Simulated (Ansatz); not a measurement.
## Run report: TaH2BrCl4O, geometry relaxation (part 1 of 2)

System: TaH2BrCl4O.
Method: RHF/def2-SVP (Ansatz 0.2.0).

The input holds or restrains some coordinates. Forces given for the steps count only the free coordinates. It belongs to a series of runs on one base structure; here: pulled along the bonds that form and break, towards end B. Figures and captions count atoms from 1; the log counts them from 0 in places.

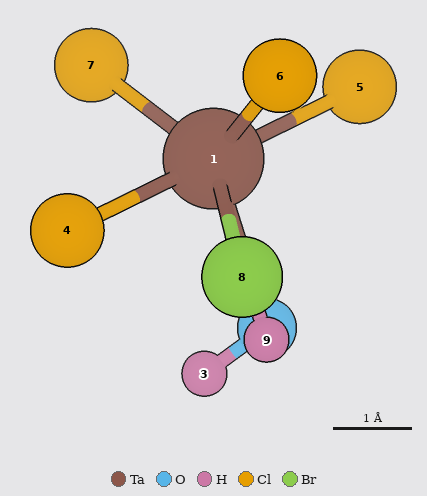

Fig. 1: The input geometry (ball-and-stick view, seen at an oblique angle; atoms are numbered from 1 in the order of the input). Sticks mark near contacts. Bond lengths as drawn: Br–Ta 2.95 Å, Cl–Ta 2.47 Å, H–O 1.01 Å, H–Ta 2.56 Å and O–Ta 2.37 Å.

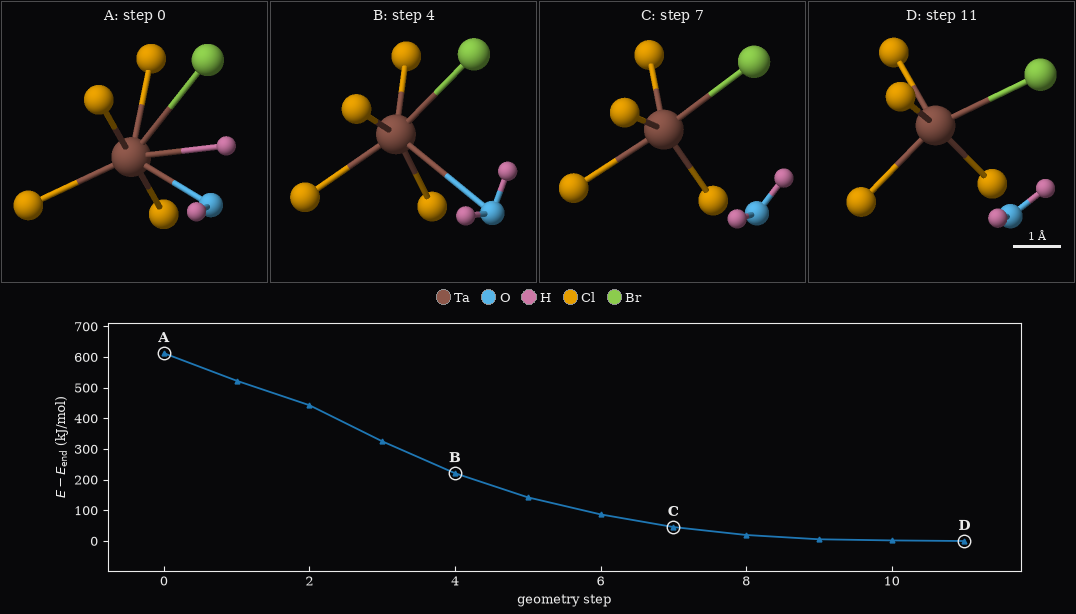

Fig. 2: Frames of the restrained relaxation (ball-and-stick view, seen at a tilt) above the curves, on which the letters mark them (the first geometry is step 0 here and step 1 in the log).

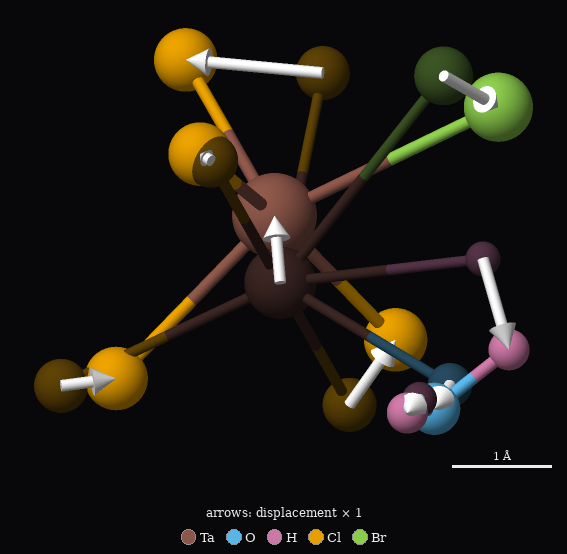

Fig. 3: Start (faint) and end (solid) with the displacements as white arrows, at true length (ball-and-stick view, seen at a tilt). The two geometries are laid on each other by the best rigid fit. The energy falls by 612.9 kJ/mol in 11 geometry steps. Largest force component: 5.1 eV/Å at the start, 1.3 eV/Å at the end. The largest move after the best rigid fit is that of Cl6, 1.45 Å. By element the largest moves are Cl 1.45 Å, H 0.98 Å, Br 0.98 Å, Ta 0.72 Å, O 0.57 Å. Among the contacts that change: Ta1–O2 2.370 → 3.203 Å, Ta1–H9 2.563 → 3.351 Å, O2–H9 1.352 → 0.970 Å, Ta1–Br8 2.950 → 2.624 Å. New bonds form: O2–H9 (1.35 → 0.97 Å). Bonds break: Ta1–O2 (2.37 → 3.20 Å). Among the angles that change: Cl6–Ta1–Br8 58.7° → 102.1°, Cl5–Ta1–Br8 122.6° → 86.5°, Cl4–Ta1–Br8 57.4° → 86.0°. (Atoms are counted from 1 in the order of the input.)

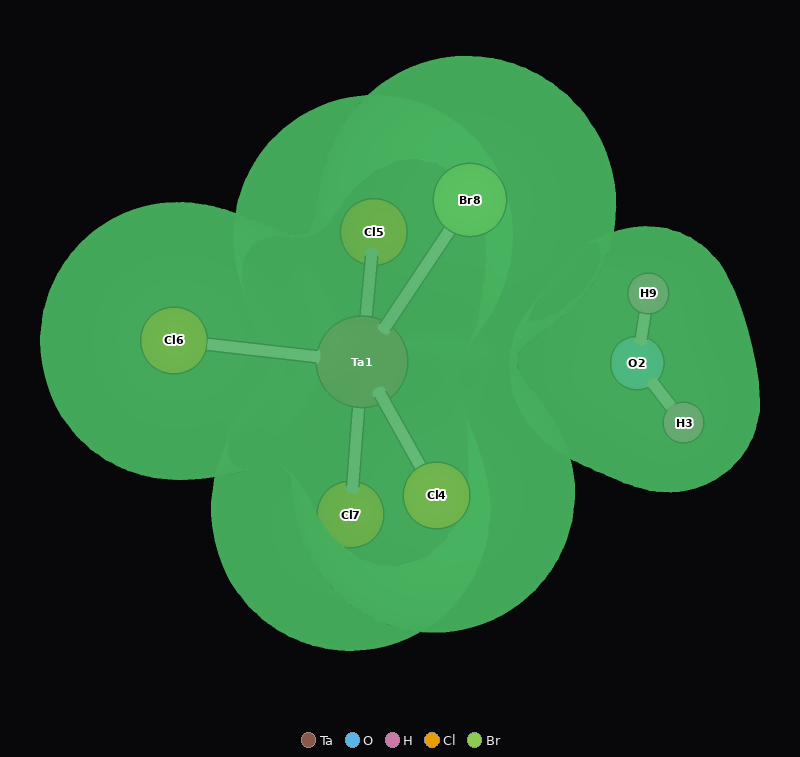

Fig. 4: Isosurface of the electron density at 0.06 e/Å³ (green), seen at a tilt. At this value the surface is in one piece. It is pinched off along the Ta···O (3.20 Å) contacts. On the grid the lowest density along these lines, outside the cores, is 0.05 e/Å³ (Ta···O, 3.20 Å), 0.74 e/Å³ (Ta–Cl, 2.26 Å), 0.45 e/Å³ (Ta–Br, 2.62 Å) and 2.5 e/Å³ (O–H, 0.95 Å).

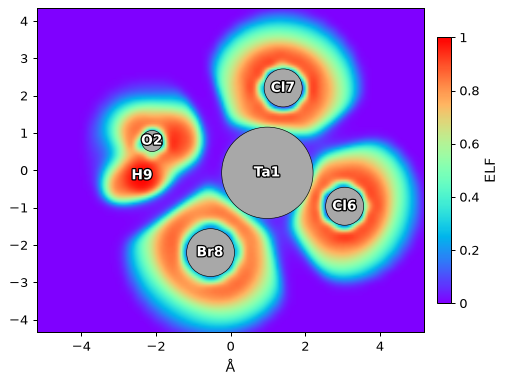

Fig. 5: ELF on the plane of atoms Cl7, Ta1 and Br8. Grey discs, where drawn, cover atomic cores. The section cuts through Ta, O, Cl, Br and H sites. Ta1···O2 (3.20 Å): the ELF is only about 0 between them. Ta–Cl (2.26 Å): the ELF peaks at about 0.85 in the valence shell of Cl, 0.8 Å from its nucleus, and is about 0.45 at the midpoint. Ta–Br (2.62 Å): the ELF peaks at about 0.85 in the valence shell of Br, 1.0 Å from its nucleus, and is about 0.60 at the midpoint. Ta–Cl (2.31 Å): the ELF peaks at about 0.85 in the valence shell of Cl, 0.8 Å from its nucleus, and is about 0.40 at the midpoint.

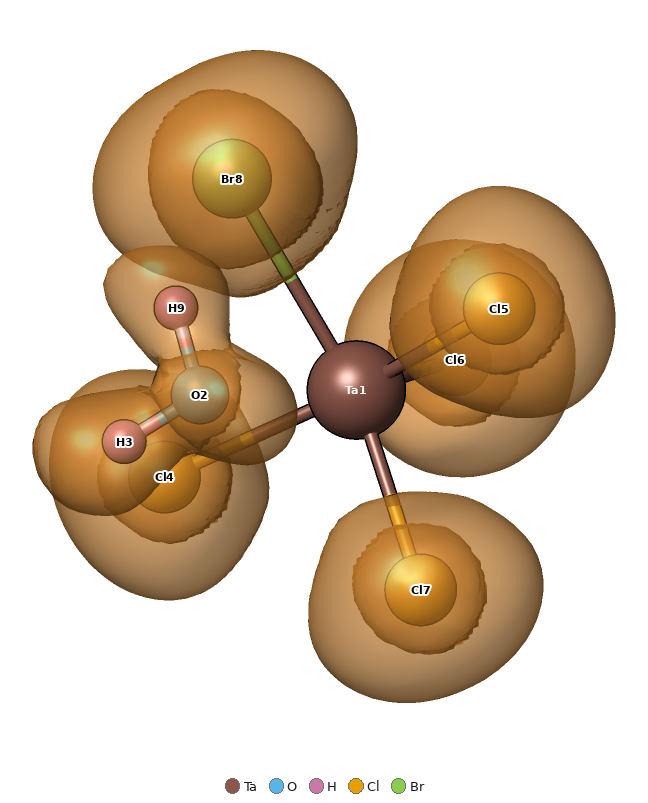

Fig. 6: Isosurface of the ELF at 0.75 (orange), seen at an oblique angle. Only the valence region is drawn (cores and ρ < 0.01 e/Å³ removed). Along the contacts the grid gives the following. Ta1···O2 (3.20 Å): the ELF is only about 0 between them. Ta–Cl (2.26 Å): the ELF peaks at about 0.85 in the valence shell of Cl, 0.8 Å from its nucleus, and is about 0.45 at the midpoint.

The input that produced these results follows, with the program's output.

## Input
```yaml
crystal:
  periodic: [false, false, false]
  atoms:
    - { symbol: Ta, position_ang: [0.0, 0.0, 0.0] }
    - { symbol: O, position_ang: [2.37, 0.0, 0.0] }
    - { symbol: H, position_ang: [2.7071, -0.5308, 0.7903] }
    - { symbol: Cl, position_ang: [0.0, 0.0, 2.47] }
    - { symbol: Cl, position_ang: [0.0, 0.0, -2.47] }
    - { symbol: Cl, position_ang: [-1.235, 2.139, 0.0] }
    - { symbol: Cl, position_ang: [-1.235, -2.139, 0.0] }
    - { symbol: Br, position_ang: [0.9302, 2.3057, 1.5878] }
    - { symbol: H, position_ang: [2.1856, 1.1033, 0.7598] }
basis:
  gaussian: { orbitals: def2-SVP }
hamiltonian:
  xc: hf
relax:
  f_tol: 0.15
  max_steps: 25
  restrain:
    - { distance: [0, 7], at: 2.65, k: 30.0 }
    - { distance: [8, 1], at: 1.01, k: 30.0 }
    - { distance: [0, 1], at: 3.22, k: 30.0 }
    - { distance: [8, 7], at: 2.75, k: 30.0 }
output:
  orbitals: {}
```

Command:
```bash
ansatz run input.yaml --threads 4 --pin off --max-ram 5120MiB --backend cpu --events-out ev --progress --plain --runs-dir out
```

## Output
```
The last accepted step is kept in [file] (removed where the run ends without a failure and the disk answers)
Engine: ansatz 0.2.0, x86_64-unknown-linux-gnu
Functional definition: HF
  exchange = exact_x
  correlation = 0
1613 factors; integrals over basis functions are off by at most 2.8e-4 eV
mean field evaluation 1: about -123580.9143 eV, gradient 5.9e1 eV
mean field evaluation 2: about -123581.1186 eV, gradient 6.0e1 eV
mean field evaluation 4: about -123591.4668 eV, gradient 1.4e1 eV
mean field evaluation 8: about -123592.0481 eV, gradient 1.5e0 eV
mean field evaluation 16: about -123592.0812 eV, gradient 4.0e-5 eV
mean field evaluation 32: about -123592.0768 eV, gradient 3.9e-1 eV
mean field -123592.08122829 eV, -4541.9252114181 hartree, gradient 4.0e-5 eV, S^2 0.000000; 0 other end points of the search recorded, 0 dependent functions left out
the calculation of the forces begins
reference -123592.08122829 eV, -4541.9252114181 hartree; 63, 63 occupied and 97, 97 virtual orbitals, 1613 factors
relax step   1: F+E_penalty+E_count = -123592.08122829 eV  Δ(F+E_penalty+E_count) = +0.000e0 eV  max|allowed force component| = 5.059e0 eV/Å  E_restraint = 24.14279654 eV  max|allowed force component, restraints' pulls added| = 2.514e1 eV/Å  Δτ_max = 0.0000 Å  (66 SCF iters, accepted)
  distance Ta 0 - Br 7 = 2.9500 Å
  distance H 8 - O 1 = 1.3522 Å
  distance Ta 0 - O 1 = 2.3700 Å
  distance H 8 - Br 7 = 1.9255 Å
these checks for a lower state are left out or cut short: starts, cluster_reference, orbital_swaps, neighbouring_geometries, increment
1613 factors; integrals over basis functions are off by at most 3.8e-4 eV
mean field -123593.01316391 eV, -4541.9594594204 hartree, gradient 1.8e-5 eV, S^2 0.000000; 0 other end points of the search recorded, 0 dependent functions left out
[... from here on the field's lines of each further geometry are left out, up to the last ...]
relax step   2: F+E_penalty+E_count = -123593.01316391 eV  Δ(F+E_penalty+E_count) = -9.319e-1 eV  max|allowed force component| = 4.515e0 eV/Å  E_restraint = 10.60995608 eV  max|allowed force component, restraints' pulls added| = 1.696e1 eV/Å  Δτ_max = 0.1949 Å  (53 SCF iters, accepted)
relax step   3: F+E_penalty+E_count = -123593.84096320 eV  Δ(F+E_penalty+E_count) = -8.278e-1 eV  max|allowed force component| = 3.785e0 eV/Å  E_restraint = 3.60301874 eV  max|allowed force component, restraints' pulls added| = 8.479e0 eV/Å  Δτ_max = 0.1901 Å  (50 SCF iters, accepted)
relax step   4: F+E_penalty+E_count = -123595.06142059 eV  Δ(F+E_penalty+E_count) = -1.220e0 eV  max|allowed force component| = 3.267e0 eV/Å  E_restraint = 0.78061007 eV  max|allowed force component, restraints' pulls added| = 3.338e0 eV/Å  Δτ_max = 0.1950 Å  (45 SCF iters, accepted)
relax step   5: F+E_penalty+E_count = -123596.14061838 eV  Δ(F+E_penalty+E_count) = -1.079e0 eV  max|allowed force component| = 2.237e0 eV/Å  E_restraint = 0.11875222 eV  max|allowed force component, restraints' pulls added| = 2.237e0 eV/Å  Δτ_max = 0.1949 Å  (48 SCF iters, accepted)
relax step   6: F+E_penalty+E_count = -123596.95569464 eV  Δ(F+E_penalty+E_count) = -8.151e-1 eV  max|allowed force component| = 1.548e0 eV/Å  E_restraint = 0.03255941 eV  max|allowed force component, restraints' pulls added| = 1.373e0 eV/Å  Δτ_max = 0.1948 Å  (40 SCF iters, accepted)
relax step   7: F+E_penalty+E_count = -123597.53265343 eV  Δ(F+E_penalty+E_count) = -5.770e-1 eV  max|allowed force component| = 1.364e0 eV/Å  E_restraint = 0.02502958 eV  max|allowed force component, restraints' pulls added| = 7.261e-1 eV/Å  Δτ_max = 0.1949 Å  (39 SCF iters, accepted)
relax step   8: F+E_penalty+E_count = -123597.96061489 eV  Δ(F+E_penalty+E_count) = -4.280e-1 eV  max|allowed force component| = 1.197e0 eV/Å  E_restraint = 0.02983004 eV  max|allowed force component, restraints' pulls added| = 6.757e-1 eV/Å  Δτ_max = 0.1949 Å  (39 SCF iters, accepted)
relax step   9: F+E_penalty+E_count = -123598.22951303 eV  Δ(F+E_penalty+E_count) = -2.689e-1 eV  max|allowed force component| = 1.284e0 eV/Å  E_restraint = 0.03163552 eV  max|allowed force component, restraints' pulls added| = 6.711e-1 eV/Å  Δτ_max = 0.2000 Å  (40 SCF iters, accepted)
relax step  10: F+E_penalty+E_count = -123598.37489008 eV  Δ(F+E_penalty+E_count) = -1.454e-1 eV  max|allowed force component| = 1.350e0 eV/Å  E_restraint = 0.03144500 eV  max|allowed force component, restraints' pulls added| = 4.026e-1 eV/Å  Δτ_max = 0.2000 Å  (40 SCF iters, accepted)
relax step  11: F+E_penalty+E_count = -123598.41346096 eV  Δ(F+E_penalty+E_count) = -3.857e-2 eV  max|allowed force component| = 1.423e0 eV/Å  E_restraint = 0.03168048 eV  max|allowed force component, restraints' pulls added| = 2.711e-1 eV/Å  Δτ_max = 0.1999 Å  (41 SCF iters, accepted)
the calculation of the forces begins
reference -123598.43373682 eV, -4542.1586618007 hartree; 63, 63 occupied and 97, 97 virtual orbitals, 1613 factors
```
